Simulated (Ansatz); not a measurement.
**LiPtF3 (built on the sites of a database entry of KPdF3): a soft mode frozen in**

Aim: this structure of LiPtF3 (built on the sites of a database entry of KPdF3) is to be tested for unstable modes, and one is followed downhill.

Main program and level: Ansatz 0.2.0; DFT LDA, scalar-relativistic, plane waves, PAW.

The structure was built from a prototype and need not be the compound's stable phase.

### Step 1. Starting point

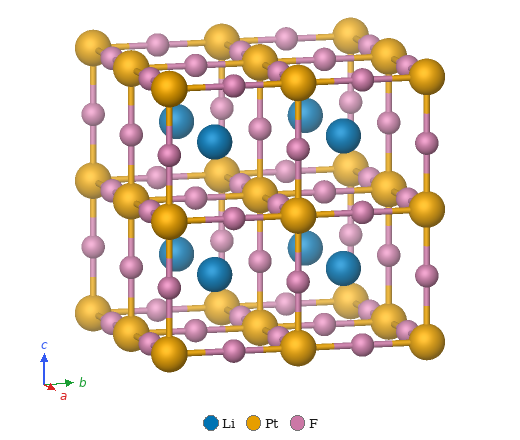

The cell as given, slightly off an axis (lithium blue, platinum orange, fluorine pink). 2×2×2 cells are drawn. Some periodic images of atoms are drawn too.

### Step 2. Phonons on a q mesh

The cell comes from relaxations at this level that are not shown. Stability and thermal properties need the whole zone. Linear response on a 4×4×4 q mesh gives force constants as far as a supercell of that size would.

input.yaml reads:

```yaml
crystal:
  lattice:
    - [4.2088759491, 0.0, 0.0]
    - [0.0, 4.2088759491, 0.0]
    - [0.0, 0.0, 4.2088759491]
  atoms:
    - { symbol: Li, position: [0.5, 0.5, 0.5] }
    - { symbol: Pt, position: [0.0, 0.0, 0.0] }
    - { symbol: F, position: [0.0, 0.5, 0.0] }
    - { symbol: F, position: [0.0, 0.0, 0.5] }
    - { symbol: F, position: [0.5, 0.0, 0.0] }
kpoints:
  mp_grid: { grid: [8, 8, 8] }
hamiltonian:
  xc: lda
scf:
  occupations: { method: methfessel_paxton, width: 0.2 }
output:
  eigenvalues: true
phonons:
  method: dfpt
  qmesh: [4, 4, 4]
  temperatures: { t_max: 1000, t_step: 50 }
  qpath:
    path:
      - [[0.0, 0.0, 0.0], [0.0, 0.5, 0.0], [0.5, 0.5, 0.0], [0.0, 0.0, 0.0], [0.5, 0.5, 0.5], [0.0, 0.5, 0.0]]
      - [[0.5, 0.5, 0.5], [0.5, 0.5, 0.0]]
    npoints: 10
```

The run is started by

```console
> ansatz run input.yaml --threads 8 --pin off --max-ram 14336MiB --backend cpu --events-out ev --progress --plain --runs-dir out
```

Numbers of over 12 decimals in the logs are rounded to 6 here.

Output:

```text
Engine: ansatz 0.2.0, aarch64-unknown-linux-gnu
Pseudopotentials: kind: paw
Pseudopotential: Li, paw, valence charge 3, recommended cutoff 420 eV (normal), Li.paw.azcp
Pseudopotential: Pt, paw, valence charge 18, recommended cutoff 420 eV (normal), Pt.paw.azcp
Pseudopotential: F, paw, valence charge 7, recommended cutoff 420 eV (normal), F.paw.azcp
Functional definition: SPW92
  exchange = slater_x
  correlation = pw_c
Crystal: 5 atoms, lattice volume = 74.559 Å³
Basis set: ecut = 420 eV, 1419 PW (Γ), exchange–correlation on 60×60×60 points (8 copies of the dense FFT grid, shifted against one another)
Bands: 26, of which v1, the nominal top of the filled ones, is band 21 counted from 1 (20 counted from 0)
Symmetry: 48 space group operations
k-points: 35 of 512
Non-local potential: Li, projectors of the file, l = 0: 3, l = 1: 2, l = 2: 1
Non-local potential: Pt, projectors of the file, l = 0: 3, l = 1: 2, l = 2: 2, l = 3: 1
Non-local potential: F, projectors of the file, l = 0: 2, l = 1: 2, l = 2: 1
PAW form: soft (Blöchl's): semilocal exchange-correlation on the pseudo side does not see the compensation charge
PAW frozen core: Pt, regenerated for the run's functional, and the local potential with it (the file was generated under x = pbe(κ = 0.804, μ = 0.219515), c = pbe(β = 0.066725))
PAW frozen core: F, regenerated for the run's functional, and the local potential with it (the file was generated under x = pbe(κ = 0.804, μ = 0.219515), c = pbe(β = 0.066725))
PAW one-centre angular grid: Li, 110 points (default); XC on 64 Gauss nodes
PAW one-centre angular grid: Pt, 590 points (default); XC on 64 Gauss nodes
PAW one-centre angular grid: F, 110 points (default); XC on 64 Gauss nodes
Initial density: superposition of atomic densities (neutral atoms: chi_scale 0, normalization atom), corrected by the library's trained network
Initial wavefunctions: pseudopotential atomic-orbital guess
Functional: x = slater, c = lda
SCF iter   1: F=—  HF=-14825.586362 eV  |F-HF|=—  |Δ(HF+E_count)|=         —  Δρ=1.60e-2  dr2=1.33e-1  ethr=1.77e-3  ⟨swp⟩=5.1  Hψ=3408  notcnv=0
preconditioner: auto → none  [metal: Δε(μ)=0.050 eV  Ē_g=12.369 eV  σ=0.200 eV  W_gap=0.20  n_scr=18 (ndim 8)  ℏωp=24.3 eV  f_vac=0.284  D(μ)=0.78/eV (n_scr^D=0)  sad-step TF]
SCF iter   2: F=—  HF=-14825.549202 eV  |F-HF|=—  |Δ(HF+E_count)|=   3.72e-2  S|Δr|=    0.00e0  Δρ=3.99e-3  dr2=9.95e-3  ethr=3.17e-4  ⟨swp⟩=2.4  Hψ=1652  notcnv=0  defer=7
SCF iter   3: F=—  HF=-14825.547300 eV  |F-HF|=—  |Δ(HF+E_count)|=   1.90e-3  S|Δr|=    0.00e0  Δρ=2.49e-3  dr2=4.83e-3  ethr=2.37e-5  ⟨swp⟩=2.1  Hψ=1367  notcnv=0  defer=8
SCF iter   4: F=—  HF=-14825.546197 eV  |F-HF|=—  |Δ(HF+E_count)|=   1.10e-3  S|Δr|=    0.00e0  Δρ=1.06e-3  dr2=4.05e-4  ethr=1.15e-5  ⟨swp⟩=2.0  Hψ=1349  notcnv=0  defer=8
SCF iter   5: F=—  HF=-14825.546105 eV  |F-HF|=—  |Δ(HF+E_count)|=   9.20e-5  S|Δr|=    0.00e0  Δρ=1.96e-4  dr2=1.31e-5  ethr=9.65e-7  ⟨swp⟩=2.7  Hψ=1588  notcnv=0  defer=8
SCF iter   6: F=—  HF=-14825.546109 eV  |F-HF|=—  |Δ(HF+E_count)|=   3.75e-6  S|Δr|=    0.00e0  Δρ=1.61e-5  dr2=8.32e-8  ethr=3.12e-8  ⟨swp⟩=2.5  Hψ=1479  notcnv=0  defer=8
SCF iter   7: F=—  HF=-14825.546108 eV  |F-HF|=—  |Δ(HF+E_count)|=   1.25e-7  S|Δr|=    0.00e0  Δρ=1.18e-6  dr2=6.17e-10  ethr=1.98e-10  ⟨swp⟩=2.0  Hψ=1632  notcnv=0  defer=7
SCF iter   8: F=—  HF=-14825.546108 eV  |F-HF|=—  |Δ(HF+E_count)|=  5.78e-10  S|Δr|=    0.00e0  Δρ=1.64e-7  dr2=1.17e-11  ethr=1.47e-12  ⟨swp⟩=2.0  Hψ=1481  notcnv=0  defer=7
SCF iter   9: F=-14825.546108 eV  HF=-14825.546108 eV  |F-HF|=7.28e-12  |Δ(HF+E_count)|=  7.28e-12  S|Δr|=    0.00e0  Δρ=2.21e-8  dr2=1.98e-13  ethr=1.00e-12  ⟨swp⟩=6.3  Hψ=3486  notcnv=0
SCF 1 converged in 9 iterations: F = -14825.546108 eV  dr2 = 1.98e-13
  greatest PAW one-centre occupation: 1.000 electrons in one spin orbital (limit 2), on the Pt atom at site 1 (counted from 0), in its partial waves of l = 0
Initial density: read from a saved state, or passed on in memory by an earlier SCF of this step, an earlier step, the calling program or the single point that the run made first
iter 1 solved again at ethr=1.86e-7 eV; its pass at ethr=3.10e-3 eV (dr2=7.83e-5 eV) is discarded
SCF iter   1: F=—  HF=-14825.546115 eV  |F-HF|=—  |Δ(HF+E_count)|=         —  Δρ=6.54e-7  dr2=1.98e-10  ethr=1.86e-7  ⟨swp⟩=3.0  Hψ=5666  notcnv=0
eigensolver tolerance schedule: the retry pair's looser diagonalisation over-reported the residual by 395017.22 of it (diagonalisation noise at an unbounded share of the residual, at the tolerance the schedule requests for it); recorded, not acted on — ethr = c·dr2/N_el stays at c = 1.0e-1
preconditioner: auto → none  [metal: Δε(μ)=0.050 eV  Ē_g=12.517 eV  σ=0.200 eV  W_gap=0.21  n_scr=18 (ndim 8)  ℏωp=24.3 eV  f_vac=0.275  D(μ)=0.74/eV (n_scr^D=0)]
SCF iter   2: F=—  HF=-14825.546108 eV  |F-HF|=—  |Δ(HF+E_count)|=   6.76e-6  S|Δr|=    0.00e0  Δρ=6.92e-7  dr2=2.42e-10  ethr=1.00e-12  ⟨swp⟩=3.1  Hψ=2237  notcnv=0
SCF iter   3: F=—  HF=-14825.546108 eV  |F-HF|=—  |Δ(HF+E_count)|=  6.91e-11  S|Δr|=    0.00e0  Δρ=2.81e-7  dr2=3.91e-11  ethr=1.00e-12  ⟨swp⟩=1.9  Hψ=1233  notcnv=0
SCF iter   4: F=—  HF=-14825.546108 eV  |F-HF|=—  |Δ(HF+E_count)|=  1.09e-11  S|Δr|=    0.00e0  Δρ=1.99e-7  dr2=1.86e-11  ethr=1.00e-12  ⟨swp⟩=1.0  Hψ=910  notcnv=0
SCF iter   5: F=—  HF=-14825.546108 eV  |F-HF|=—  |Δ(HF+E_count)|=    0.00e0  S|Δr|=    0.00e0  Δρ=1.54e-7  dr2=1.11e-11  ethr=1.00e-12  ⟨swp⟩=2.0  Hψ=1502  notcnv=0
SCF iter   6: F=-14825.546108 eV  HF=-14825.546108 eV  |F-HF|=3.64e-12  |Δ(HF+E_count)|=  7.28e-12  S|Δr|=    0.00e0  Δρ=5.07e-8  dr2=1.17e-12  ethr=1.00e-12  ⟨swp⟩=2.0  Hψ=1787  notcnv=0
SCF 2 converged in 6 iterations: F = -14825.546108 eV  dr2 = 1.17e-12
phonons: the bands overlap, so this run is a metal and interpolates without the dipole-dipole term. If the crystal is really an insulator or semiconductor, its LO-TO splitting is missing
NSCF: frozen V_eff on 35 k-points
NSCF: frozen V_eff on 125 k-points
DFPT response loops at q = (0, 0, 0) (fractional): preconditioner auto → none (partly filled bands, converged f_vac=0.275); β = 0.50; Broyden in place of MSR1
NSCF: frozen V_eff on 400 k-points
DFPT response loops at q = (0, 0, 0.25) (fractional): mixed as the last ones told, above
NSCF: frozen V_eff on 250 k-points
DFPT response loops at q = (0, 0, -0.5) (fractional): mixed as the last ones told, above
NSCF: frozen V_eff on 640 k-points
DFPT response loops at q = (0, 0.25, 0.25) (fractional): mixed as the last ones told, above
NSCF: frozen V_eff on 400 k-points
DFPT response loops at q = (0, 0.25, -0.5) (fractional): mixed as the last ones told, above
NSCF: frozen V_eff on 250 k-points
DFPT response loops at q = (0, -0.5, -0.5) (fractional): mixed as the last ones told, above
NSCF: frozen V_eff on 1024 k-points
DFPT response loops at q = (0.25, 0.25, 0.25) (fractional): mixed as the last ones told, above
NSCF: frozen V_eff on 640 k-points
DFPT response loops at q = (0.25, 0.25, -0.5) (fractional): mixed as the last ones told, above
NSCF: frozen V_eff on 400 k-points
DFPT response loops at q = (0.25, -0.5, -0.5) (fractional): mixed as the last ones told, above
NSCF: frozen V_eff on 250 k-points
DFPT response loops at q = (-0.5, -0.5, -0.5) (fractional): mixed as the last ones told, above
SCF converged after 9 iterations
Stability not checked: this state was not tested for a lower state beside it, because cold or Methfessel-Paxton smearing, or corrected tetrahedra, fill the levels in a way that the test cannot read (fill_not_monotonic; see scf.lower_state_search)
Free energy (F): -14825.546108 eV
Harris-Foulkes:  -14825.546108 eV  (|F-HF|=7.28e-12)
Internal energy: -14825.547969 eV  (E = F + TS)
E sigma→0 (E₀):  -14825.546574 eV
Entropy (-TS):   0.001861 eV (0.372 meV/atom)
Fermi energy:    6.382456 eV
--- Per-component energies (eV) ---
  E_band       = -613.805985
  E_kinetic    = 1272.099590
  E_local      = -5277.141089  (includes V_loc(G=0)·N_el)
  E_nonlocal   = 405.061196
  E_hartree    = 2053.278229
  E_xc         = -500.831064
  E_vxc        = -614.060371  (∫ρ·V_xc dr)
  E_paw        = -9758.375330  (= ΣΔE_a)
  E_vpaw       = -506.327930  (= ΣTr[D̂ρ^β])
  E_aug_tail   = 0.006159  (compensation charges beyond the density's cutoff)
  E_ewald      = -3020.449283
  E_core_change = 0.803625  (= ΣΔE_core)
  E_smearing   = 0.001861  (= −TS)
  E_closure    = 0.000000  (closes the sum)
  Σ components = -14825.546108   (vs F -14825.546108, Δ=0.00e0)
--- Band table (eV; the first three rows and the last of 35) ---
  k-point 0: bands = [... 17 lower, 3.7755, 3.7755, 3.7755, 4.8811, 4.8811, 6.1481, 11.4932, 13.2093, ... 1 higher]
  k-point 1: bands = [... 17 lower, 3.7787, 3.9538, 3.9538, 4.8830, 5.2248, 6.4201, 11.4871, 12.6457, ... 1 higher]
  k-point 2: bands = [... 17 lower, 3.7866, 4.3439, 4.3439, 4.8874, 5.6857, 7.2690, 11.0356, 12.4420, ... 1 higher]
  k-point 34: bands = [... 17 lower, 5.4606, 5.4606, 5.4606, 8.4248, 8.4248, 10.6100, 11.9914, 11.9914, ... 1 higher]
--- Phonons (Γ-DFPT): 4 representative perturbations + reference (Σ response iterations 13) ---
  ASR residual: 1.809e-5 → 0.000e0 eV/Å²; symmetrization residual: 1.114e-6 eV/Å²
  ASR residual per site (eV/Å²): 6.81e-8 1.81e-5 1.69e-5 1.69e-5 1.69e-5
  Γ frequencies (cm⁻¹): -219.85 -219.85 -219.85 0.00 0.00 0.00 77.88 77.88 77.88 139.39 139.39 139.39 509.88 509.88 509.88
--- Phonons (arbitrary-q DFPT): 10 irreducible q on the 4×4×4 mesh ---
  q = [0.0000, 0.0000, 0.0000] (star 1, of the zone-centre solve; hermiticity 1.12e-7, symmetrization 7.46e-13): -219.85 -219.85 -219.85 -0.00 -0.00 0.00 77.88 77.88 77.88 139.39 139.39 139.39 509.88 509.88 509.88
  q = [0.0000, 0.0000, 0.2500] (star 6, 9 solved perturbations in 1560 linear systems a pass and spin channel, the states on 200 of 512 k-point pairs; hermiticity 1.68e-7, symmetrization 1.49e-13): -215.81 -215.81 -161.23 -32.96 -32.96 47.30 47.30 81.93 83.06 120.69 120.69 157.81 395.26 509.67 509.67
  q = [0.0000, 0.0000, -0.5000] (star 3, 9 solved perturbations in 975 linear systems a pass and spin channel, the states on 125 of 512 k-point pairs; hermiticity 2.22e-7, symmetrization 3.30e-13): -213.06 -213.06 -77.42 -77.42 -18.66 -18.66 18.55 82.71 90.08 98.24 98.24 202.36 232.45 509.30 509.30
  q = [0.0000, 0.2500, 0.2500] (star 12, 9 solved perturbations in 2460 linear systems a pass and spin channel, the states on 320 of 512 k-point pairs; hermiticity 1.43e-7, symmetrization 4.10e-14): -210.69 -204.33 -159.46 -61.11 -49.14 -45.76 47.95 71.07 86.78 99.85 158.49 163.83 350.61 424.26 509.49
  q = [0.0000, 0.2500, -0.5000] (star 12, 15 solved perturbations on 200 of 512 k-point pairs; hermiticity 2.04e-7, symmetrization 6.35e-13): -205.96 -199.66 -153.92 -103.61 -96.04 -67.16 46.87 65.67 76.98 112.22 169.02 206.05 211.40 401.06 509.14
  q = [0.0000, -0.5000, -0.5000] (star 3, 9 solved perturbations in 975 linear systems a pass and spin channel, the states on 125 of 512 k-point pairs; hermiticity 2.30e-7, symmetrization 3.39e-14): -196.73 -186.72 -186.72 -134.19 -114.91 -114.91 -46.99 58.96 123.62 123.62 175.41 212.42 212.42 282.65 508.76
  q = [0.2500, 0.2500, 0.2500] (star 8, 4 solved perturbations in 1376 linear systems a pass and spin channel, the states on 512 of 512 k-point pairs; hermiticity 1.17e-7, symmetrization 3.65e-13): -210.84 -210.84 -160.01 -72.76 -72.76 -65.25 21.17 79.91 79.91 148.07 148.07 166.28 350.53 350.53 447.06
  q = [0.2500, 0.2500, -0.5000] (star 12, 9 solved perturbations in 2460 linear systems a pass and spin channel, the states on 320 of 512 k-point pairs; hermiticity 1.47e-7, symmetrization 2.83e-13): -217.80 -194.71 -187.23 -117.21 -104.86 -76.99 71.14 87.13 109.20 116.59 164.86 201.43 202.76 343.78 437.45
  q = [0.2500, -0.5000, -0.5000] (star 6, 9 solved perturbations in 1560 linear systems a pass and spin channel, the states on 200 of 512 k-point pairs; hermiticity 1.70e-7, symmetrization 1.60e-13): -214.32 -208.76 -208.76 -134.43 -114.22 -114.22 92.46 99.89 126.46 126.46 160.79 199.57 199.57 234.77 417.97
  q = [-0.5000, -0.5000, -0.5000] (star 1, 4 solved perturbations in 350 linear systems a pass and spin channel, the states on 125 of 512 k-point pairs; hermiticity 1.12e-8, symmetrization 4.60e-13): -225.36 -225.36 -225.36 -134.68 -134.68 -134.68 140.51 140.51 140.51 163.83 163.83 179.39 179.39 179.39 365.70
  sum rule: each row above includes the acoustic sum rule's correction from the zone centre's row sums; it moved no ω² by more than (0.49 cm⁻¹)²
  mesh force constants: q→R imaginary residual 3.25e-19; ASR residual 1.809e-5 → 0.000e0 eV/Å²; symmetrization residual 1.066e-14 eV/Å²
  interpolated dispersion: 62 rows × 15 modes
  density of states and harmonic sums: on the 16×16×16 q-mesh, interpolated from the force constants of a 4×4×4 supercell (no non-analytic term)
  largest difference from the sums on the solved wave vectors: F 3.49e-2 eV, S 4.46e-5 and C_V 9.70e-6 eV/K
  zero-point energy: 0.112999 eV/cell   skipped modes (ω ≤ 0): 959, of them read as no rigid motion or as one in doubt: 956 (5.840e0 modes/cell left out, lowest -225.36 cm⁻¹)   left out of the sums: 3.89e-1 of the cell's modes: C_V's classical limit lies that fraction below 3 k_B per atom; for a crystal, a wire or a layer, F and S can be off by more, and a phonons.interpolated_qmesh denser along its periods is the remedy for the sampling
```

It took 11 min on 8 threads of Arm Neoverse N1, shared host; peak memory 2.3 GiB; 86 min of CPU time.

This step gave:

* volume per atom: 14.91 Å³
* gap on the k-mesh: 0 eV
* sum-rule residual before enforcement: 1.81e-5 eV/Å²
* lowest frequency on the path: -225.4 cm⁻¹
* point group: m-3m
* highest frequency on the path or at a solved wavevector: 509.9 cm⁻¹
* highest optical mode at the zone centre (no LO-TO term): 509.9 cm⁻¹
* lowest optical zone-centre mode: -219.8 cm⁻¹
* lowest mode on the q mesh (acoustic modes at Γ apart): -225.4 cm⁻¹

Frequencies (cm⁻¹) solved at each irreducible wavevector; negative means imaginary. Frequencies by wavevector, by row:

```csv
q in reciprocal lattice units,star,mode 1,mode 2,mode 3,mode 4,mode 13,mode 14,mode 15
0 0 0,1,-219.8,-219.8,-219.8,0,509.9,509.9,509.9
0 0 0.25,6,-215.8,-215.8,-161.2,-33,395.3,509.7,509.7
0 0 -0.5,3,-213.1,-213.1,-77.4,-77.4,232.4,509.3,509.3
0 0.25 0.25,12,-210.7,-204.3,-159.5,-61.1,350.6,424.3,509.5
0 0.25 -0.5,12,-206,-199.7,-153.9,-103.6,211.4,401.1,509.1
0 -0.5 -0.5,3,-196.7,-186.7,-186.7,-134.2,212.4,282.6,508.8
0.25 0.25 0.25,8,-210.8,-210.8,-160,-72.8,350.5,350.5,447.1
0.25 0.25 -0.5,12,-217.8,-194.7,-187.2,-117.2,202.8,343.8,437.4
0.25 -0.5 -0.5,6,-214.3,-208.8,-208.8,-134.4,199.6,234.8,418
-0.5 -0.5 -0.5,1,-225.4,-225.4,-225.4,-134.7,179.4,179.4,365.7
```

Interpolated from a 4×4×4 q mesh. The phonon branches at the labelled points (cm⁻¹):

```csv
point,branch 1,branch 2,branch 3,branch 4,branch 12,branch 13,branch 14,branch 15
Γ,-220,-220,-220,0,139,510,510,510
X,-213,-213,-77,-77,202,232,509,509
M,-197,-187,-187,-134,212,212,283,509
Γ,-220,-220,-220,0,139,510,510,510
R,-225,-225,-225,-135,179,179,179,366
X,-213,-213,-77,-77,202,232,509,509
jump to R,-225,-225,-225,-135,179,179,179,366
M,-197,-187,-187,-134,212,212,283,509
```

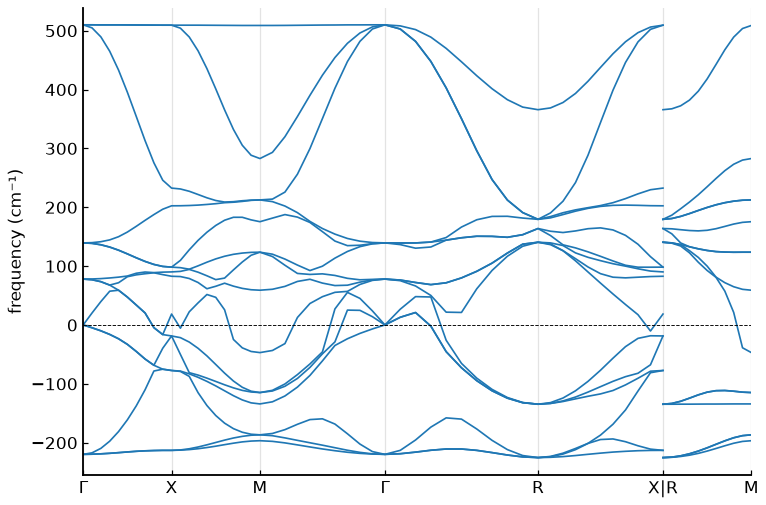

Phonon branches along the path.

Symmetry leaves 10 wavevectors to solve. The lowest mode among them, the acoustic zeros apart, lies at q = (-0.5, -0.5, -0.5) and is imaginary, 225.4i cm⁻¹, so the energy falls along it.

### Step 3. The mode frozen in, largest atomic shift 0 Å

The mode followed lies at q = (-0.5, -0.5, -0.5) with frequency 225.4i cm⁻¹ and is 3-fold degenerate, the softest among the wavevectors solved. At small amplitude the distorted cell has space group no. 166 by a symmetry search on the positions. The undistorted cell that holds it gives the zero of energy on the same k mesh.

System of this step: LiPtF3 (built on the sites of a database entry of KPdF3). Symmetry: Pm-3m, No. 221, cubic system. The conventional cell has a = 4.209 Å, b = 4.209 Å, c = 4.209 Å, α = 90.00°, β = 90.00°, γ = 90.00°. Li has 12 F at 2.98 Å nearest. Pt has 6 F at 2.10 Å nearest. Nearest to F lie 2 Pt at 2.10 Å. Farther neighbours and most contacts between anions are not listed.

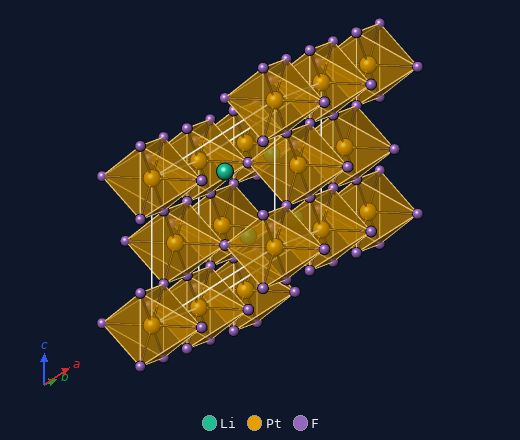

The cell of this step (lithium teal, platinum orange, fluorine purple). 1×2×1 cells are drawn. Some periodic images of atoms are drawn too.

input.yaml reads:

```yaml
crystal:
  lattice:
    - [4.2088759491, 4.2088759491, 0.0]
    - [4.2088759491, 0.0, 4.2088759491]
    - [4.2088759491, 0.0, -4.2088759491]
  atoms:
    - { symbol: Li, position: [0.5, 0.25, 0.75] }
    - { symbol: Li, position: [0.5, 0.75, 0.25] }
    - { symbol: Pt, position: [0.0, 0.0, 0.0] }
    - { symbol: Pt, position: [0.0, 0.5, 0.5] }
    - { symbol: F, position: [0.5, 0.75, 0.75] }
    - { symbol: F, position: [0.5, 0.25, 0.25] }
    - { symbol: F, position: [0.0, 0.25, 0.75] }
    - { symbol: F, position: [0.0, 0.75, 0.25] }
    - { symbol: F, position: [0.0, 0.25, 0.25] }
    - { symbol: F, position: [0.0, 0.75, 0.75] }
kpoints:
  mp_grid: { grid: [8, 8, 8] }
hamiltonian:
  xc: lda
scf:
  occupations: { method: methfessel_paxton, width: 0.2 }
output:
  forces: true
  stress: true
  eigenvalues: true
```

Output:

```text
[...]
Crystal: 10 atoms, lattice volume = 149.117 Å³
Basis set: ecut = 420 eV, 2891 PW (Γ)
Bands: 52, of which v1, the nominal top of the filled ones, is band 42 counted from 1 (41 counted from 0)
Symmetry: 96 space group operations
[...]
k-points: 29 of 512
[...]
k-point 0: bands = [... 38 lower, 4.8740, 5.4549, 5.4549, 5.4549, 6.1469, 8.4202, 8.4202, 10.6102, ... 6 higher]
  k-point 1: bands = [... 38 lower, 5.0336, 5.3952, 5.4048, 5.4048, 6.3313, 8.2795, 8.2795, 10.6099, ... 6 higher]
  k-point 2: bands = [... 38 lower, 5.2591, 5.2591, 5.4603, 5.4603, 6.8334, 7.8928, 7.8928, 10.1639, ... 6 higher]
  k-point 28: bands = [... 38 lower, 5.1206, 5.1206, 5.3374, 5.3374, 7.2701, 7.2701, 9.5997, 9.5997, ... 6 higher]
[key lines of the parts left out:]
SCF converged after 6 iterations
Free energy (F): -29651.054648 eV
Fermi energy:    6.386945 eV
P = ⅓ Tr σ = 0.0195 GPa (0.195 kbar)
```

Run time: 2.8 s. Hardware: 8 threads; peak memory 0.68 GiB.

This step gave:

* pressure: 0.01953 GPa
* energy from the undistorted cell: 0 meV/atom

The run ends at a pressure of 0.02 GPa.

[end of part 1 of 2]

[Logs are printed without paths, hosts, clocks, repeated set-up lines and the standing remarks that a program may print on its own settings, such as how far it seeks lower states.]

[Hosts, paths, dates, database ids (printed as entryN), source tags and the programs' standing remarks are cut or masked in the printed files.]
